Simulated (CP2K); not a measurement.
# BBr2F (dibromofluoroborane) at PBE/TZV2P-MOLOPT-PBE-GTH (core potential)

What is the vertical ionisation energy of BBr2F (dibromofluoroborane) at PBE/TZV2P-MOLOPT-PBE-GTH (core potential)? 

Program for the calculation: CP2K 2026.2.

1 further run of the same task is left out (set aside as unsound or not needed).

### 1 The molecule

BBr2F has 4 atoms, charge 0, and is taken as a singlet. As SMILES, `FB(Br)Br`. The coordinates come from a PBE0-D4/def2-TZVP relaxation.

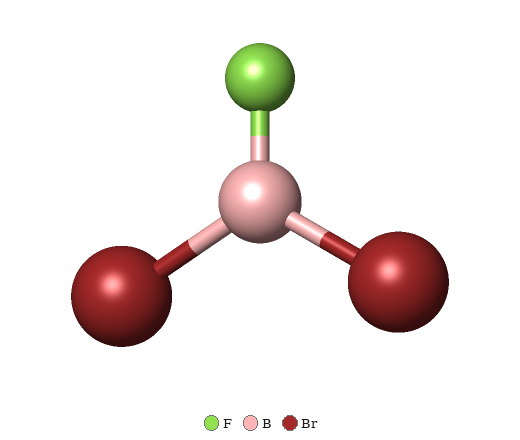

The structure, seen from a chosen angle (fluorine green, boron pink, bromine red).

### 2 A single-point energy at PBE/TZV2P-MOLOPT-PBE-GTH (core potential)

File molecule.xyz:

```xyz
4

F      1.316550     0.465960     0.364370
B      0.123960     0.043770     0.034160
Br    -0.483040    -1.629420     0.701450
Br    -0.957470     1.119690    -1.099980
```

File calc.inp:

```
&FORCE_EVAL
    METHOD QUICKSTEP
    &DFT
        BASIS_SET_FILE_NAME BASIS_MOLOPT_UZH
        POTENTIAL_FILE_NAME POTENTIAL_UZH
        CHARGE 0
        MULTIPLICITY 1
        &QS
            METHOD GPW
            EPS_DEFAULT 1.0E-10
        &END QS
        &MGRID
            CUTOFF 400
            REL_CUTOFF 50
            NGRIDS 4
        &END MGRID
        &POISSON
            PERIODIC NONE
            POISSON_SOLVER MULTIPOLE
        &END POISSON
        &SCF
            SCF_GUESS ATOMIC
            EPS_SCF 1.0E-06
            MAX_SCF 150
            ADDED_MOS 3
            &DIAGONALIZATION
                ALGORITHM STANDARD
            &END DIAGONALIZATION
            &MIXING
                METHOD DIRECT_P_MIXING
                ALPHA 0.4
            &END MIXING
        &END SCF
        &XC
            &XC_FUNCTIONAL PBE
            &END XC_FUNCTIONAL
        &END XC
        &PRINT
            &MOMENTS
                PERIODIC F
                REFERENCE COM
                MAX_MOMENT 1
            &END MOMENTS
            &MO ON
                ENERGIES T
                OCCUPATION_NUMBERS T
                NDIGITS 6
                &EACH
                    QS_SCF 0
                &END EACH
                ADD_LAST NUMERIC
            &END MO
            &HIRSHFELD OFF
            &END HIRSHFELD
        &END PRINT
    &END DFT
    &SUBSYS
        &CELL
            ABC [angstrom] 9.3 9.7 8.8
            PERIODIC NONE
        &END CELL
        &TOPOLOGY
            COORD_FILE_NAME molecule.xyz
            COORD_FILE_FORMAT XYZ
            &CENTER_COORDINATES
            &END CENTER_COORDINATES
        &END TOPOLOGY
        &KIND F
            BASIS_SET TZV2P-MOLOPT-PBE-GTH-q7
            POTENTIAL GTH-PBE-q7
        &END KIND
        &KIND B
            BASIS_SET TZV2P-MOLOPT-PBE-GTH-q3
            POTENTIAL GTH-PBE-q3
        &END KIND
        &KIND Br
            BASIS_SET TZV2P-MOLOPT-PBE-GTH-q7
            POTENTIAL GTH-PBE-q7
        &END KIND
    &END SUBSYS
&END FORCE_EVAL

&GLOBAL
    PROJECT_NAME calc
    RUN_TYPE ENERGY
    PRINT_LEVEL MEDIUM
&END GLOBAL
```

Launch:

```bash
OMP_NUM_THREADS=1 cp2k.psmp -i calc.inp -o calc.out
```

Log:

```text
CP2K| version string:                                       CP2K version 2026.2
[...]
 GLOBAL| Method name                                                        CP2K
[...]
 GLOBAL| Run type                                                         ENERGY
[...]
 DFT| Spin restricted Kohn-Sham (RKS) calculation                            RKS
 DFT| Multiplicity                                                             1
[...]
 DFT| Charge                                                                   0
[...]
 FUNCTIONAL| PBE:
 QS| Method:                                                                 GPW
[...]
 QS| Density cutoff [a.u.]:                                                200.0
[...]
 QS| Relative density cutoff [a.u.]:                                        25.0
[...]
                             - Atoms:                                          4
[...]
                             - Spherical basis functions:                    116
[...]
 Number of electrons:                                                         24
[...]
     1 P_Mix/Diag. 0.40E+00    0.8     1.17242303       -54.0023187837 -5.40E+01
[...]
    13 DIIS/Diag.  0.20E-05    0.8     0.00000070       -54.0110305929 -1.81E-12
  *** SCF run converged in    13 steps ***
[...]
  Overlap energy of the core charge distribution:               0.00000177351258
  Self energy of the core charge distribution:               -125.64965943978603
  Core Hamiltonian energy:                                     32.50141045691534
  Hartree energy:                                              50.07372159568494
  Exchange-correlation energy:                                -10.93650497923376
  Total energy:                                               -54.01103059290694
[...]
                     Mulliken Population Analysis
 #  Atom  Element  Kind  Atomic population                           Net charge
       1     F        1          7.272777                             -0.272777
       2     B        2          2.388818                              0.611182
       3     Br       3          7.168527                             -0.168527
       4     Br       3          7.169877                             -0.169877
 # Total charge                             24.000000                 -0.000000
[...]
  Dipole moment [Debye]
    X= -0.2839457E+00 Y= -0.1147820E+00 Z= -0.7208081E-01  Total=      0.3146359
 ENERGY| Total FORCE_EVAL ( QS ) energy [hartree]            -54.011030592906941
[...]
```

Run time: 12 s. Hardware: 1 thread of Arm Neoverse V2, shared host; peak memory 0.67 GiB.

### 3 The doublet cation, same level

File mol.inp:

```
&GLOBAL
   PROJECT_NAME mol
   RUN_TYPE ENERGY
   PRINT_LEVEL MEDIUM
&END

&FORCE_EVAL
   METHOD QUICKSTEP
   &DFT
      BASIS_SET_FILE_NAME BASIS_MOLOPT_UZH
      POTENTIAL_FILE_NAME POTENTIAL_UZH
      CHARGE 1
      MULTIPLICITY 2
      SPIN_POLARIZED T
      &QS
         METHOD GPW
         EPS_DEFAULT 1.0E-10
      &END
      &MGRID
         CUTOFF 400
         REL_CUTOFF 50
         NGRIDS 4
      &END
      &POISSON
         PERIODIC NONE
         POISSON_SOLVER MULTIPOLE
      &END
      &SCF
         SCF_GUESS ATOMIC
         EPS_SCF 1.0E-06
         MAX_SCF 30
         &OT ON
            MINIMIZER DIIS
            PRECONDITIONER FULL_ALL
         &END
         &OUTER_SCF
            EPS_SCF 1.0E-06
            MAX_SCF 8
         &END
      &END
      &XC
         &XC_FUNCTIONAL PBE
         &END
      &END
      &PRINT
         &MOMENTS
            PERIODIC F
            REFERENCE COM
            MAX_MOMENT 1
         &END
         &MO_CUBES
            NLUMO 1
            NHOMO -1
            WRITE_CUBE F
         &END
         &HIRSHFELD OFF
         &END
      &END
   &END
   &SUBSYS
      &CELL
         ABC [angstrom] 9.3 9.7 8.8
         PERIODIC NONE
      &END
      &COORD
         UNIT bohr
         F      2.4879189     0.8805368     0.6885595
         B      0.2342505     0.0827133     0.0645530
         Br    -0.9128133    -3.0791575     1.3255484
         Br    -1.8093561     2.1159074    -2.0786609
      &END
      &TOPOLOGY
         &CENTER_COORDINATES
         &END
      &END
      &KIND F
         BASIS_SET TZV2P-MOLOPT-PBE-GTH-q7
         POTENTIAL GTH-PBE-q7
      &END
      &KIND B
         BASIS_SET TZV2P-MOLOPT-PBE-GTH-q3
         POTENTIAL GTH-PBE-q3
      &END
      &KIND Br
         BASIS_SET TZV2P-MOLOPT-PBE-GTH-q7
         POTENTIAL GTH-PBE-q7
      &END
   &END
&END
```

Launch:

```bash
OMP_NUM_THREADS=1 cp2k.psmp -i mol.inp > mol.out 2>&1
```

Log:

```text
CP2K| version string:                                       CP2K version 2026.2
[...]
 GLOBAL| Method name                                                        CP2K
[...]
 GLOBAL| Run type                                                         ENERGY
[...]
 DFT| Spin unrestricted (spin-polarized) Kohn-Sham calculation               UKS
 DFT| Multiplicity                                                             2
[...]
 DFT| Charge                                                                   1
[...]
 FUNCTIONAL| PBE:
 QS| Method:                                                                 GPW
[...]
 QS| Density cutoff [a.u.]:                                                200.0
[...]
 QS| Relative density cutoff [a.u.]:                                        25.0
[...]
                             - Atoms:                                          4
[...]
                             - Spherical basis functions:                    116
[...]
 Number of electrons:                                                         12
[...]
     1 OT DIIS     0.15E+00    1.3     0.05500677       -52.2735318820 -5.23E+01
[...]
    17 OT DIIS     0.15E+00    1.4     0.00000090       -53.6301500090 -1.41E-09
  *** SCF run converged in    17 steps ***
[...]
  Overlap energy of the core charge distribution:               0.00000177351376
  Self energy of the core charge distribution:               -125.64965943978603
  Core Hamiltonian energy:                                     32.17706653490289
  Hartree energy:                                              50.45445204139680
  Exchange-correlation energy:                                -10.61201091902950
  Total energy:                                               -53.63015000900209
[...]
                     Mulliken Population Analysis
 #  Atom  Element  Kind  Atomic population (alpha,beta) Net charge  Spin moment
       1     F        1         3.626828     3.604592    -0.231420     0.022236
       2     B        2         1.054796     1.111295     0.833910    -0.056499
       3     Br       3         3.659213     3.141063     0.199723     0.518150
       4     Br       3         3.659163     3.143050     0.197787     0.516113
 # Total charge and spin       12.000000    11.000000     1.000000     1.000000
[...]
  Dipole moment [Debye]
    X= -0.6018698E+00 Y= -0.2243664E+00 Z= -0.1597232E+00  Total=      0.6618905
[...]
 WARNING : did not converge in ot_eigensolver
 number of iterations          299  exceeded maximum
 current gradient / target gradient   1.6935937418444694E-005  /    1.0000000000000001E-005
[...]
 HOMO - LUMO gap [eV] :    0.504212
 ENERGY| Total FORCE_EVAL ( QS ) energy [hartree]            -53.630150009002087
[...]
```

Run time: 68 s. Hardware: 1 thread of Arm Neoverse V2, shared host; peak memory 0.84 GiB.

### 4 What came out

At PBE/TZV2P-MOLOPT-PBE-GTH (core potential):

| quantity | value |
| --- | --- |
| singlet BBr2F: total energy | -54.01103 Eh |
| singlet BBr2F: dipole moment | 0.31 D |
| singlet BBr2F: HOMO energy | -7.21 eV |
| singlet BBr2F: LUMO energy | -2.17 eV |
| singlet BBr2F: HOMO–LUMO gap | 5.04 eV |
| doublet cation: total energy | -53.63015 Eh |
| doublet cation: HOMO energy (highest over α and β) | -14.02 eV |
| doublet cation: LUMO energy (lowest over α and β) | -13.52 eV |
| doublet cation: ⟨S²⟩ | 0.753 |
| vertical ionisation energy (to the doublet cation) | 10.364 eV |

What this shows: Removing an electron at fixed nuclei costs 10.36 eV (1000 kJ/mol). −ε(HOMO) before ionisation, 7.21 eV, is 3.15 eV below this ionisation energy.
